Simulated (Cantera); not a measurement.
Feed: 1 mol MgO, 1 mol Cl2, 0.34 mol N2, at 428 Torr.

Equilibrium computed with Cantera from the NASA thermochemical tables; the gas is ideal and each condensed phase is pure. Candidate condensed phases: Mg, MgCl2, MgO; 18 gas species. Mutual solubility and eutectic melting of coexisting phases are not modelled. Equilibrium is a limit: real reactors are often held back by kinetics, nucleation or transport.

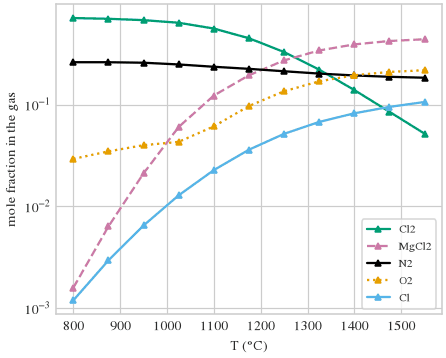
Equilibrium gas composition (values under 1e-9 drawn at 1e-9)

Question: Read off the mole fractions at 1475 °C.

Answer: MgCl2 about 0.42, O2 about 0.21, N2 about 0.19, Cl about 0.095, Cl2 about 0.085.
